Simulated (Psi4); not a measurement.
# CHClGaNO (SMILES O=C=[N][GaH][Cl]) at wB97X-V/6-31G(d) (spherical functions)

What is the vertical ionisation energy of CHClGaNO at wB97X-V/6-31G* (spherical functions)? 

The results are computed with Psi4 1.11.

## Step 1: Starting point

CHClGaNO: 6 atoms, total charge 0, spin state singlet. SMILES: `O=C=[N][GaH][Cl]`. The coordinates come from a PBE0-D4/def2-TZVP relaxation. This is one conformer, not always the lowest.

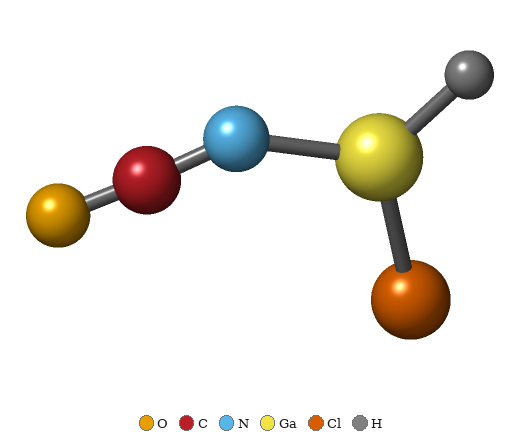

The structure, seen from a chosen angle (oxygen amber, carbon red, nitrogen blue, gallium yellow, chlorine orange, hydrogen grey).

## Step 2: A single-point energy at wB97X-V/6-31G(d) (spherical functions)

Contents of job.json:

```json
{
  "schema_name": "qcschema_input",
  "schema_version": 1,
  "molecule": {
    "schema_name": "qcschema_molecule",
    "schema_version": 2,
    "symbols": ["O", "C", "N", "Ga", "Cl", "H"],
    "geometry": [-1.32318623, -4.96355464, -1.31657219, -1.30731253, -2.80813302, -0.88363594, -1.43014473, -0.57579955, -0.46846311, 0.46959694, 2.12480805, 0.52099749, 4.3414568, 1.31260377, 1.28085637, -0.6706638, 4.78932189, 0.77988997],
    "molecular_charge": 0,
    "molecular_multiplicity": 1,
    "fix_symmetry": "c1"
  },
  "driver": "energy",
  "model": {
    "method": "wb97x-v",
    "basis": "6-31G*"
  },
  "keywords": {
    "reference": "rks",
    "puream": true,
    "e_convergence": 1e-09,
    "d_convergence": 1e-08,
    "scf_type": "pk",
    "dft_radial_points": 99,
    "dft_spherical_points": 590
  }
}
```

Command:

```sh
$ psi4 --qcschema job.json -n 1 --memory 2200MB
```

stdout, cut to the lines that bear on the results:

```text
[...]
  Running in c1 symmetry.
[...]
  Nuclear repulsion =  378.168383066356114
[...]
  Multiplicity = 1
[...]
  Nalpha       = 35
  Nbeta        = 35
[...]
    Number of basis functions: 94
[...]
   @RKS iter   1: -2551.31289744877768   -2.03100e+00   3.13985e-02 DIIS/ADIIS
[...]
   @RKS iter  15: -2553.21998267176150   -3.18323e-12   3.81698e-09 DIIS
[...]
    Orbital Energies [Eh]
    ---------------------
    Doubly Occupied:
       1A   -372.455159     2A   -101.511986     3A    -46.048334
       4A    -40.797039     5A    -40.793096     6A    -40.792345
       7A    -19.285417     8A    -14.446270     9A    -10.431506
      10A     -9.555972    11A     -7.309024    12A     -7.303789
      13A     -7.302721    14A     -5.691541    15A     -3.980277
      16A     -3.971908    17A     -3.969140    18A     -1.244308
      19A     -1.072363    20A     -1.022900    21A     -1.012397
      22A     -1.009704    23A     -1.009688    24A     -1.006137
      25A     -0.935525    26A     -0.677416    27A     -0.617362
      28A     -0.581893    29A     -0.580469    30A     -0.534393
      31A     -0.478883    32A     -0.445924    33A     -0.431800
      34A     -0.407608    35A     -0.404788
[...]
  @RKS Final Energy: -2553.21998267176150
   => Energetics <=
    Nuclear Repulsion Energy =            378.1683830663561139
    One-Electron Energy =               -4300.0528990389557293
    Two-Electron Energy =                1463.3016694575123893
    DFT Exchange-Correlation Energy =     -94.9259709348627183
    Empirical Dispersion Energy =           0.0000000000000000
    VV10 Nonlocal Energy =                  0.2888347781888033
    Total Energy =                      -2553.2199826717610449
[...]
 Multipole Moments:
 ------------------------------------------------------------------------------------
     Multipole            Electronic (a.u.)      Nuclear  (a.u.)        Total (a.u.)
 ------------------------------------------------------------------------------------
 L = 1.  Multiply by 2.5417464519 to convert [e a0] to [Debye]
 Dipole X            :          0.7729363           -1.0890855           -0.3161491
 Dipole Y            :          4.7392754           -3.8438147            0.8954607
 Dipole Z            :          1.1271608           -1.0242108            0.1029500
 Magnitude           :                                                    0.9551957
[...]
```

The result, in JSON:

```text
{
 "driver": "energy",
 "model": {
  "method": "wb97x-v",
  "basis": "6-31G*"
 },
 "success": true,
 "return_result": -2553.2199826717615,
 "properties": {
  "calcinfo_nbasis": 94,
  "calcinfo_nmo": 94,
  "calcinfo_nalpha": 35,
  "calcinfo_nbeta": 35,
  "calcinfo_natom": 6,
  "nuclear_repulsion_energy": 378.1683830663561,
  "return_energy": -2553.2199826717615,
  "scf_one_electron_energy": -4300.052899038956,
  "scf_two_electron_energy": 1463.3016694575124,
  "scf_vv10_energy": 0.28883477818880327,
  "scf_xc_energy": -94.92597093486272,
  "scf_dipole_moment": [-0.316149125562486, 0.8954606891697399, 0.10294999996797483],
  "scf_total_energy": -2553.2199826717615,
  "scf_iterations": 15
 }
}
```

It took 86 s on 1 thread of Intel Xeon Platinum 8559C (Emerald Rapids), shared host; peak memory 1.1 GiB.

## Step 3: The doublet cation at the same level

Contents of run_ase.py:

```python
import numpy as np
from ase.calculators.psi4 import Psi4
from ase import Atoms

atoms = Atoms(['O', 'C', 'N', 'Ga', 'Cl', 'H'], positions=[
    [-0.700200, -2.626600, -0.696700],
    [-0.691800, -1.486000, -0.467600],
    [-0.756800, -0.304700, -0.247900],
    [0.248500, 1.124400, 0.275700],
    [2.297400, 0.694600, 0.677800],
    [-0.354900, 2.534400, 0.412700],
])
calc = Psi4(atoms=atoms, method='wb97x-v', basis='6-31G*', memory='2200MB', num_threads=1, charge=1, multiplicity=2, label='psi4-calc', reference='uks')
calc.psi4.set_options({'puream': True, 'e_convergence': 1e-09, 'd_convergence': 1e-08, 'scf_type': 'pk', 'dft_radial_points': 99, 'dft_spherical_points': 590, 'maxiter': 100})
atoms.calc = calc

print(f'energy: {atoms.get_potential_energy():.6f} eV')
```

Command:

```sh
$ python run_ase.py
```

psi4-calc.dat, cut to the lines that bear on the results:

```text
[...]
  Running in c1 symmetry.
[...]
  Nuclear repulsion =  378.168382856798132
[...]
  Multiplicity = 2
[...]
  Nalpha       = 35
  Nbeta        = 34
[...]
    Number of basis functions: 94
[...]
   @UKS iter   1: -2550.81131039647971   -1.52942e+00   3.16163e-02 DIIS/ADIIS
[...]
   @UKS iter  24: -2552.81058435754812   -4.09273e-12   8.94500e-09 DIIS
[...]
   @S^2 Observed:                7.748776622E-01
[...]
  @UKS Final Energy: -2552.81058435754812
   => Energetics <=
    Nuclear Repulsion Energy =            378.1683828567981323
    One-Electron Energy =               -4283.9007459195236152
    Two-Electron Energy =                1447.3640250335611199
    DFT Exchange-Correlation Energy =     -94.7285075505340188
    Empirical Dispersion Energy =           0.0000000000000000
    VV10 Nonlocal Energy =                  0.2862612221509387
    Total Energy =                      -2552.8105843575476683
  UHF NO Occupations:
  HONO-2 :   33  A 1.9979709
  HONO-1 :   34  A 1.9904777
[...]
 Multipole Moments:
 ------------------------------------------------------------------------------------
     Multipole            Electronic (a.u.)      Nuclear  (a.u.)        Total (a.u.)
 ------------------------------------------------------------------------------------
 L = 1.  Multiply by 2.5417464519 to convert [e a0] to [Debye]
 Dipole X            :         -0.2714979           -1.0890855           -1.3605834
 Dipole Y            :          3.1696172           -3.8438148           -0.6741975
 Dipole Z            :          0.5661955           -1.0242108           -0.4580152
 Magnitude           :                                                    1.5860351
[...]
```

Standard output:

```text
energy: -69465.514258 eV
```

Run time: 2.2 min. Hardware: 1 thread of Intel Xeon Platinum 8559C (Emerald Rapids), shared host; peak memory 1.1 GiB.

## Step 4: Summary of results

Level: wB97X-V/6-31G* (spherical functions).

| quantity | value |
| --- | --- |
| singlet CHClGaNO: total energy | -2553.21998 Eh |
| singlet CHClGaNO: dipole moment | 2.43 D |
| singlet CHClGaNO: HOMO energy | -11.01 eV |
| singlet CHClGaNO: LUMO energy | 0.13 eV |
| singlet CHClGaNO: HOMO–LUMO gap | 11.14 eV |
| doublet cation: total energy | -2552.81058 Eh |
| doublet cation: HOMO energy (highest over α and β) | -16.57 eV |
| doublet cation: LUMO energy (lowest over α and β) | -11.27 eV |
| doublet cation: ⟨S²⟩ | 0.775 |
| vertical ionisation energy (to the doublet cation) | 11.140 eV |

In words: Removing an electron at fixed nuclei costs 11.14 eV (1075 kJ/mol). −ε(HOMO) before ionisation, 11.01 eV, is 0.13 eV below this ionisation energy.
